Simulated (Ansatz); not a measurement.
# Calculations on GaH₃ClF

### Relaxation

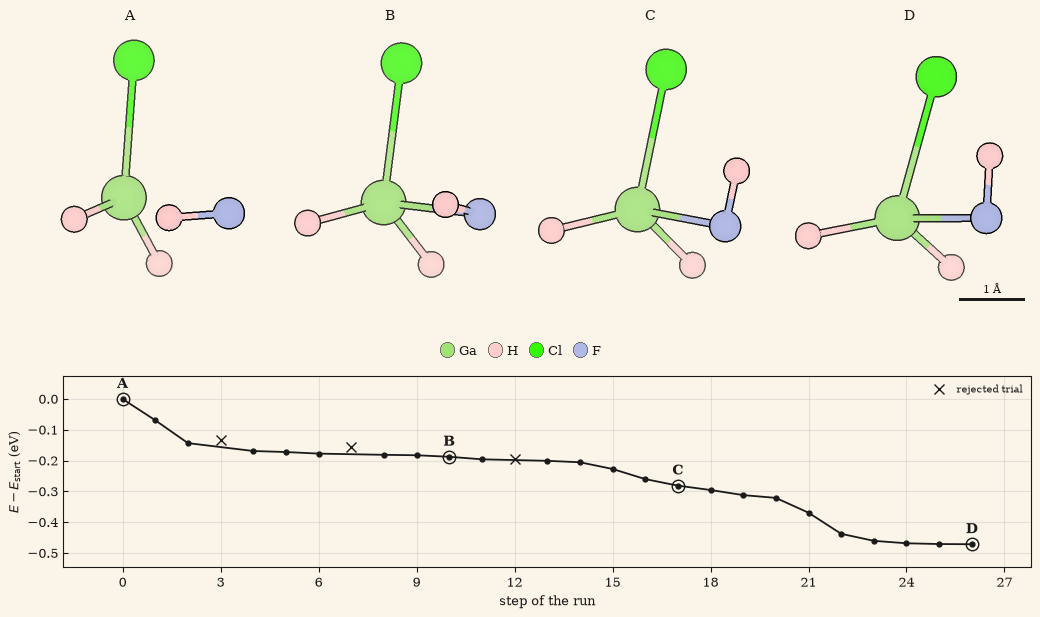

Frames of a relaxation of GaH$_{3}$ClF, marked on the history of the run. The picture is a ball-and-stick view, seen from a free direction.

The run prepares an end point of a later path (reaction) calculation, from a guessed geometry.

The calculation used RKS PBE-D4/def2-SVP (Ansatz). Settings: no spin polarisation; force threshold 0.03 eV/Å; at most 50 steps.

### Describe the path.

The largest move after the best rigid fit is that of an H atom, 1.34 Å. By element the largest moves are H 1.34 Å, Cl 0.98 Å, F 0.53 Å, Ga 0.44 Å. Among the contacts that change: Cl–H 3.841 → 2.003 Å, F–Ga 2.889 → 2.191 Å, Ga–H 2.598 → 2.291 Å, Cl–Ga 2.172 → 2.273 Å. New bonds form, among them: F–Ga (2.89 → 2.19 Å). Bond angles that change, for instance: H–Ga–H 127.0° → 133.9°, Cl–Ga–H 118.5° → 111.8°, H–Ga–Cl 114.4° → 111.8°. Over 23 accepted moves (26 points after the start) the energy falls by 0.471 eV. The largest force component goes from 0.41 to 0.024 eV/Å. The line search rejected the trial steps at points 3, 7, 12 of the run. Cost: 54 s on 1 thread of Arm Neoverse V1, on a shared host, peak memory 0.14 GiB. From step 0 to 10: the F atom moves most (0.55 Å), energy −0.187 eV. From step 10 to 17: an H atom moves most (0.72 Å), energy −0.094 eV. From step 17 to 26: an H atom moves most (0.53 Å), energy −0.190 eV.

### Relaxation

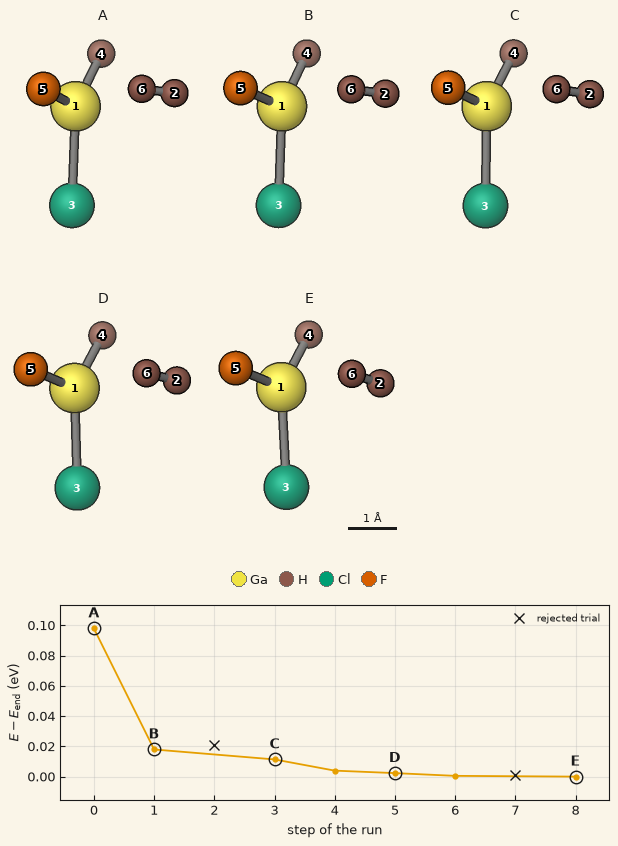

Frames of a relaxation of GaH3ClF, marked on the history of the run. The picture is a ball-and-stick view, seen from a free direction.

The run prepares an end point of a later path (reaction) calculation, from a guessed geometry.

All numbers below come from RKS PBE-D4/def2-SVP (Ansatz 0.2.0). Set-up: no spin polarisation; force threshold 0.03 eV/Å; at most 50 steps.

Describe the path.

F5 moves most after the best rigid fit: 0.31 Å. By element the largest moves are F 0.31 Å, H 0.28 Å, Cl 0.23 Å, Ga 0.08 Å. Among the contacts that change: H2–H6 0.724 → 0.772 Å, Ga1–F5 1.734 → 1.769 Å. Over 6 accepted moves (8 points after the start) the energy falls by 0.098 eV. The largest force component goes from 1.8 to 0.02 eV/Å. The line search rejected the trial steps at points 2, 7 of the run. The forces were under the threshold at step 5, but the run went on from there. From step 0 to 1: F5 moves most (0.19 Å), energy −0.080 eV. From step 1 to 3: H2 moves most (0.05 Å), energy −0.007 eV. From step 3 to 5: H and F atoms move most (0.13 Å), energy −0.009 eV. From step 5 to 8: H2 moves most (0.11 Å), energy −0.002 eV.

### Path

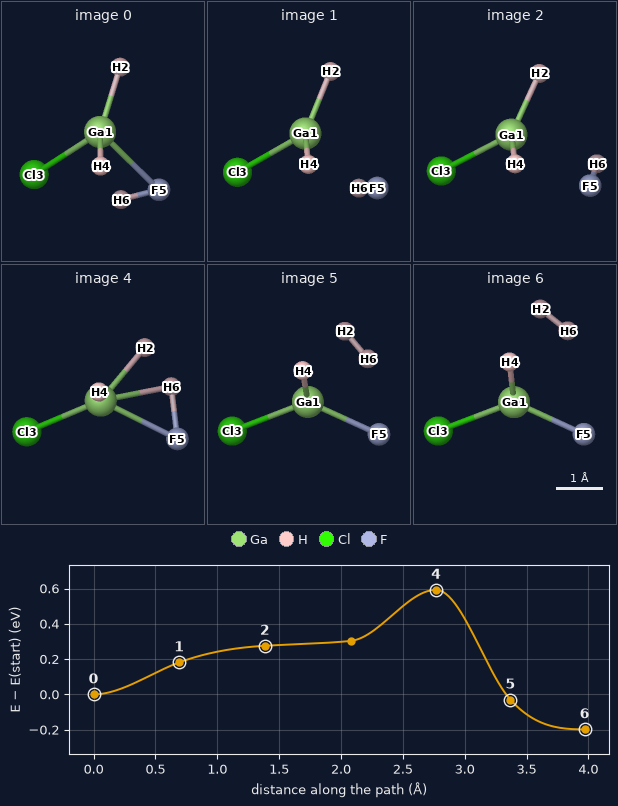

A search for the minimum-energy path of GaH3ClF by the nudged elastic band. Images are numbered from 0 (start) to 6 (end). The picture is a ball-and-stick view, seen from a free direction.

These are results of RKS PBE-D4/def2-SVP in Ansatz, not measurements.

Input file:
```yaml
crystal:
  periodic: [false, false, false]
  atoms:
    - { symbol: Ga, position_ang: [-0.213264, 0.163288, 0.258297] }
    - { symbol: H, position_ang: [-0.142861, 1.127424, 1.489033] }
    - { symbol: Cl, position_ang: [1.85733, -0.42925, -0.467893] }
    - { symbol: H, position_ang: [-1.317349, -0.163324, -0.801634] }
    - { symbol: F, position_ang: [0.08891, -1.790649, 1.202236] }
    - { symbol: H, position_ang: [0.953534, -1.749789, 0.73726] }
basis:
  gaussian: { orbitals: def2-SVP }
hamiltonian:
  xc: pbe
  dispersion: d4
neb:
  order_check: false
  images: 5
  f_tol: 0.03
  max_iterations: 60
  final_atoms:
    - { symbol: Ga, position_ang: [0.03915591, -0.75156445, -0.3403991] }
    - { symbol: H, position_ang: [0.26563569, 0.56412602, 1.86774736] }
    - { symbol: Cl, position_ang: [1.98397191, -0.23191842, -1.09909844] }
    - { symbol: H, position_ang: [-1.28124681, -0.00292859, -0.68326734] }
    - { symbol: F, position_ang: [0.02347319, -2.2373883, 0.61986606] }
    - { symbol: H, position_ang: [0.19531011, -0.18262625, 2.05245046] }
  initial_path:
    images:
      - { positions_ang: [[-0.213264, 0.163288, 0.258297], [-0.142861, 1.127424, 1.489033], [1.85733, -0.42925, -0.467893], [-1.317349, -0.163324, -0.801634], [0.08891, -1.790649, 1.202236], [0.953534, -1.749789, 0.73726]] }
      - { positions_ang: [[-0.12875412, 0.08844387, 0.14613619], [-0.09065066, 0.8383862, 1.59752572], [1.90164928, -0.41358043, -0.68943171], [-1.31317711, -0.14194852, -0.83005316], [0.16516919, -1.79536049, 1.08869374], [0.69206341, -1.41824062, 1.10442823]] }
      - { positions_ang: [[-0.04424424, 0.01359974, 0.03397537], [-0.03844031, 0.5493484, 1.70601843], [1.94596856, -0.39791087, -0.91097041], [-1.30900522, -0.12057305, -0.85847233], [0.24142839, -1.80007198, 0.97515148], [0.43059282, -1.08669224, 1.47159646]] }
      - { positions_ang: [[0.04026564, -0.06124438, -0.07818544], [0.01377003, 0.2603106, 1.81451115], [1.99028785, -0.3822413, -1.13250912], [-1.30483333, -0.09919757, -0.88689149], [0.31768758, -1.80478347, 0.86160922], [0.16912224, -0.75514386, 1.83876469]] }
      - { positions_ang: [[0.03989573, -0.29135107, -0.16559], [0.09772525, 0.3615824, 1.83225655], [1.98818253, -0.33213368, -1.12137222], [-1.29697116, -0.06710791, -0.81901677], [0.21961611, -1.94898508, 0.78102816], [0.17785153, -0.56430466, 1.90999328]] }
      - { positions_ang: [[0.03952582, -0.52145776, -0.25299455], [0.18168047, 0.46285421, 1.85000195], [1.98607722, -0.28202605, -1.11023533], [-1.28910899, -0.03501825, -0.75114206], [0.12154465, -2.09318669, 0.70044711], [0.18658082, -0.37346546, 1.98122187]] }
      - { positions_ang: [[0.03915591, -0.75156445, -0.3403991], [0.26563569, 0.56412602, 1.86774736], [1.98397191, -0.23191842, -1.09909844], [-1.28124681, -0.00292859, -0.68326734], [0.02347319, -2.2373883, 0.61986606], [0.19531011, -0.18262625, 2.05245046]] }
```

Launched with:
```bash
ansatz run input.yaml --threads 1 --pin off --max-ram 2048MiB --backend cpu --events-out ev --progress --plain --runs-dir out
```

Question: What happens along the path, and what is the barrier?

Answer: Breaking: F5–H6 (0.98 → 1.20 at the top → 2.51 Å), Ga1–H2 (1.57 → 1.78 at the top → 2.58 Å). Forming: H2–H6 (3.17 → 1.04 at the top → 0.77 Å). The energy climbs by 0.59 eV to image 4 and then falls by 0.79 eV, so the end point sits at −0.20 eV. The band is converged.

Cost: 120 s on 1 thread of Arm Neoverse V1, with other jobs on the host, peak memory 0.14 GiB.
